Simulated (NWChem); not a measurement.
# InN2H4 (SMILES [NH2][In][NH2]) at 4 levels

We compute a comparison of 4 runs (UHF/STO-3G, UHF/3-21G, UB2PLYP/STO-3G, UPBE/STO-3G) of InN2H4. 

Program for the calculation: NWChem 7.3.0.

## Step 1: Starting point

InN2H4: 7 atoms, total charge 0, spin state doublet. SMILES: `[NH2][In][NH2]`. Geometry: a GFN2-xTB relaxation, a rough one for these elements and not checked as a minimum. This is one conformer, not always the lowest.

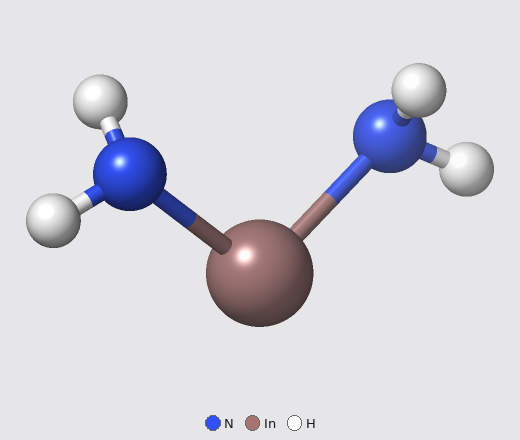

Viewed from a chosen angle; nitrogen blue, indium brown, hydrogen white.

## Step 2: Energy and forces at UHF/STO-3G (run 1)

File a.xyz:

```xyz
7
H4InN2
N     -1.589070     0.545230    -0.462220
In    -0.360410    -0.437980     1.053550
N      1.666770    -0.453800     0.238780
H     -2.594820     0.480500    -0.328850
H     -1.399520     0.071270    -1.342680
H      2.404170    -0.704450     0.892740
H      1.872890     0.499240    -0.051330
```

File a.nw:

```
start a
title "H4InN2"
memory 2200 mb
geometry noautosym nocenter noautoz
   load format xyz a.xyz
end
basis "ao basis" spherical bse
   N library STO-3G
   In library STO-3G
   H library STO-3G
end
scf
   nopen 1
   uhf
   thresh 1e-08
   maxiter 80
   noprint "final vectors analysis"
end
task scf gradient
```

Command:

```console
$ nwchem a.nw > a.out
```

Output:

```text
[...]
  functions       =    41
[...]
  wavefunction    = UHF
[...]
         Total SCF energy =  -5792.634366120722
      One electron energy =  -8485.029571870651
      Two electron energy =   2461.153855581969
 Nuclear repulsion energy =    231.241350167960
                       Sz =      0.5000
                 Sz(Sz+1) =      0.7500
                      S^2 =      0.7644
[...]
                         UHF ENERGY GRADIENTS
    atom               coordinates                        gradient
                 x          y          z           x          y          z
   1 N      -3.002907   1.030335  -0.873469   -0.052035   0.012702  -0.053090
   2 In     -0.681076  -0.827662   1.990921   -0.020077  -0.024405   0.058564
   3 N       3.149739  -0.857558   0.451229    0.073202   0.014129  -0.010444
   4 H      -4.903499   0.908013  -0.621436    0.014840   0.006733  -0.001528
   5 H      -2.644709   0.134681  -2.537297    0.003015   0.006261   0.015840
   6 H       4.543223  -1.331217   1.687034   -0.009569  -0.000826  -0.012718
   7 H       3.539249   0.943427  -0.097000   -0.009376  -0.014595   0.003375
[...]
```

Wall time 6.9 s (1 thread of AMD EPYC 9R45 (Zen 5), shared host); peak memory 0.1 GiB.

## Step 3: Energy and gradient at UHF/3-21G (run 2)

File calc.nw:

```
start calc
memory stack 880 mb heap 220 mb global 1100 mb
charge 0

geometry units angstrom noautosym nocenter noautoz
  N     -1.589070     0.545230    -0.462220
  In    -0.360410    -0.437980     1.053550
  N      1.666770    -0.453800     0.238780
  H     -2.594820     0.480500    -0.328850
  H     -1.399520     0.071270    -1.342680
  H      2.404170    -0.704450     0.892740
  H      1.872890     0.499240    -0.051330
end

basis spherical bse
  * library 3-21G
end

scf
  doublet
  uhf
  thresh 1e-08
  maxiter 80
end

task scf gradient
```

Command:

```console
$ nwchem calc.nw > calc.out
```

Output:

```text
[...]
  functions       =    57
[...]
  wavefunction    = UHF
[...]
         Total SCF energy =  -5825.322372142150
      One electron energy =  -8506.119513875645
      Two electron energy =   2449.555791565535
 Nuclear repulsion energy =    231.241350167960
                       Sz =      0.5000
                 Sz(Sz+1) =      0.7500
                      S^2 =      0.7821
[...]
                         UHF ENERGY GRADIENTS
    atom               coordinates                        gradient
                 x          y          z           x          y          z
   1 N      -3.002907   1.030335  -0.873469   -0.012368   0.030910  -0.023258
   2 In     -0.681076  -0.827662   1.990921   -0.012735  -0.015386   0.036964
   3 N       3.149739  -0.857558   0.451229    0.029170  -0.010166  -0.026453
   4 H      -4.903499   0.908013  -0.621436   -0.002315  -0.006098  -0.002616
   5 H      -2.644709   0.134681  -2.537297   -0.001985  -0.006794   0.003831
   6 H       4.543223  -1.331217   1.687034    0.002073   0.005725   0.003892
   7 H       3.539249   0.943427  -0.097000   -0.001841   0.001808   0.007639
[...]
```

Wall time 8.4 s (1 thread of AMD EPYC 9R45 (Zen 5), shared host); peak memory 0.1 GiB.

Run 3 isn't shown in full; the table further down has it.

## Step 4: Energy and forces at UPBE/STO-3G (run 4)

File calc.nw:

```
start calc
title "H4InN2 gradient"
memory total 2200 mb
charge 0

geometry units atomic noautosym nocenter noautoz
  N   -3.00290709   1.03033537  -0.87346921
  In  -0.68107619  -0.82766225   1.99092096
  N    3.14973881  -0.85755772   0.45122880
  H   -4.90349914   0.90801340  -0.62143644
  H   -2.64470951   0.13468078  -2.53729747
  H    4.54322286  -1.33121757   1.68703410
  H    3.53924916   0.94342687  -0.09699964
end

basis spherical bse
  * library STO-3G
end

dft
  xc xpbe96 cpbe96
  mult 2
  grid xfine
  convergence energy 1e-08
  iterations 100
  mulliken
end

task dft gradient
```

Command:

```console
$ nwchem calc.nw > calc.out
```

Output:

```text
[...]
          Wavefunction type:  spin polarized.
          No. of atoms     :     7
          No. of electrons :    67
[...]
          Charge           :     0
          Spin multiplicity:     2
[...]
          AO basis - number of functions:    41
[...]
              XC Information
              --------------
          PerdewBurkeErnzerhof Exchange Functional  1.000
            Perdew 1991 LDA Correlation Functional  1.000 local
           PerdewBurkeErnz. Correlation Functional  1.000 non-local
[...]
 d= 0,ls=0.0,diis     1  -5794.3943049517 -6.03D+03  3.90D-02  1.35D-01     1.3
[...]
 d= 0,ls=0.0,diis    12  -5794.5114696358 -1.27D-09  7.00D-07  1.14D-10    12.8
[...]
         Total DFT energy =    -5794.511469635790
      One electron energy =    -8483.184152210391
           Coulomb energy =     2628.700642073497
    Exchange-Corr. energy =     -171.269293084163
 Nuclear repulsion energy =      231.241333585266
[...]
      Total Density - Mulliken Population Analysis
     ---------------------------------------------
    Atom       Charge   Shell Charges
 -----------   ------   -------------------------------------------------------
    1 N    7     7.49   2.00  1.67  3.82
    2 In  49    48.62   2.00  2.00  6.00  2.00  5.99  2.00  5.96  1.50  1.32 10.00  9.85
    3 N    7     7.49   2.00  1.67  3.82
    4 H    1     0.85   0.85
    5 H    1     0.85   0.85
    6 H    1     0.85   0.85
    7 H    1     0.85   0.85
[...]
      <S2> =      0.7526 (Exact =     0.7500)
[...]
  wavefunction    = open shell
                         DFT ENERGY GRADIENTS
    atom               coordinates                        gradient
                 x          y          z           x          y          z
   1 N      -3.002907   1.030335  -0.873469   -0.074318  -0.001974  -0.071259
   2 In     -0.681076  -0.827662   1.990921   -0.018788  -0.022794   0.054663
   3 N       3.149739  -0.857558   0.451229    0.097825   0.031846   0.000736
   4 H      -4.903499   0.908013  -0.621436    0.042109   0.007016  -0.005505
   5 H      -2.644710   0.134681  -2.537297   -0.002205   0.020434   0.040327
   6 H       4.543223  -1.331218   1.687034   -0.029676   0.007293  -0.029725
   7 H       3.539249   0.943427  -0.097000   -0.014946  -0.041821   0.010764
[...]
```

Run time: 15 s. Hardware: 1 thread of AMD EPYC 9R45 (Zen 5), shared host; peak memory 0.14 GiB.

## Step 5: Overview of the runs

```
run           level      task  iteration cap   energy (Eh)  dipole moment (D)   ⟨S²⟩  largest force (eV/Å)  wall time
  1      UHF/STO-3G  gradient             80  -5792.634366               3.28  0.764                 3.878      6.9 s
  2       UHF/3-21G  gradient             80  -5825.322372               2.16  0.782                 2.160      8.4 s
  3  UB2PLYP/STO-3G    energy            100  -5794.600580               2.20  0.763                     –       13 s
  4     UPBE/STO-3G  gradient            100  -5794.511470               0.64  0.753                 5.295       15 s
```

## Step 6: Summary of results

| quantity | value |
| --- | --- |
| run 4: total energy | -5794.51147 Eh |
| run 4: dipole moment | 0.64 D |
| run 4: HOMO energy (highest over α and β) | -0.76 eV |
| run 4: LUMO energy (lowest over α and β) | 0.12 eV |
| run 4: ⟨S²⟩ | 0.753 |
| run 4: largest force on an atom | 5.295 eV/Å |

**Reading.** The dipole moment (its size) runs from 0.64 D (UPBE/STO-3G) to 3.28 D (UHF/STO-3G). Totals of different functionals can't be ranked against each other. In runs 1, 3, 4 the basis is minimal, so the values are rough. In runs 1, 2, 3, 4 relativity is left out where basis or elements ask for it. All runs together took 43 s, the longest 15 s.
